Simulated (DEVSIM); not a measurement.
Device: Schottky contact on n-type GaSb, at 400 K.

```tsv
layer (left to right)	material	thickness (μm)	Nd (cm⁻³)	τn (s)	τp (s)
1	GaSb	4.80	3.8e16	3.2e-8	3.2e-8
```

Left contact: Schottky, work function 4.54 eV, emission velocity 3.5e6 cm/s. Right contact: ohmic. Voltage is applied to the left contact. Recombination: SRH at mid-gap, radiative. Mobility is μmin + (μ − μmin)/(1 + (N/Nref)^α).

Constants are typed, rounded textbook-type inputs, not results; the design itself was drawn at random and stands for no fabricated device. Values at 300 K; Nc and Nv go as T^1.5, mobilities as T to minus their exponent, the gap by Varshni's rule with the affinity fixed.

```csv
parameter,GaSb
gap (eV),0.726
affinity (eV),4.06
permittivity,15.7
Nc (cm⁻³),2.1e17
Nv (cm⁻³),1.8e19
μn (cm²/Vs),5000
μp (cm²/Vs),850
"μn,min",1000
"μp,min",190
"Nref,n",2.8e17
"Nref,p",9e17
αn,1.05
αp,0.65
T exponent of μn,2
T exponent of μp,1.7
B (cm³/s),1e-10
Varshni α (eV/K),0.00042
Varshni β (K),140
```

Simulated with DEVSIM: 1D drift-diffusion, Boltzmann statistics, complete ionisation; no tunnelling, impact ionisation, image-force lowering or self-heating. Metal contacts follow the ideal Schottky-Mott rule: no Fermi-level pinning, no interface dipoles.

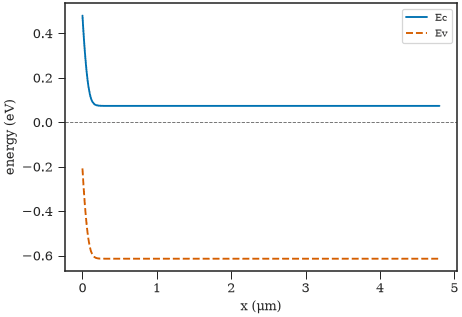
Figure: Band edges at zero bias

Energies count from the Fermi level of the right contact; mesh points crowd at the junctions.

```tsv
x (μm)	Ec (eV)	Ev (eV)	n (cm⁻³)	p (cm⁻³)	field (V/cm)
0.000	0.480	-0.207	2.9e11	6.7e16	-61000
0.01208	0.412	-0.275	2.1e12	9.4e15	-52000
0.03016	0.325	-0.362	2.6e13	7.6e14	-44000
0.05725	0.223	-0.464	5.0e14	3.9e13	-32000
0.1136	0.108	-0.579	1.4e16	1.4e12	-11000
0.1822	0.077	-0.610	3.4e16	5.7e11	-1200
0.2850	0.074	-0.614	3.8e16	5.2e11	-33
0.4986	0.074	-0.614	3.8e16	5.1e11	≈ 0
0.7589	0.074	-0.614	3.8e16	5.1e11	≈ 0
1.149	0.074	-0.614	3.8e16	5.1e11	≈ 0
1.733	0.074	-0.614	3.8e16	5.1e11	≈ 0
2.844	0.074	-0.614	3.8e16	5.1e11	≈ 0
3.502	0.074	-0.614	3.8e16	5.1e11	≈ 0
3.941	0.074	-0.614	3.8e16	5.1e11	≈ 0
4.302	0.074	-0.614	3.8e16	5.1e11	≈ 0
4.476	0.074	-0.614	3.8e16	5.1e11	≈ 0
4.591	0.074	-0.614	3.8e16	5.1e11	≈ 0
4.669	0.074	-0.614	3.8e16	5.1e11	≈ 0
4.732	0.074	-0.614	3.8e16	5.1e11	≈ 0
4.763	0.074	-0.614	3.8e16	5.1e11	≈ 0
4.783	0.074	-0.614	3.8e16	5.1e11	≈ 0
4.800	0.074	-0.614	3.8e16	5.1e11	≈ 0
```
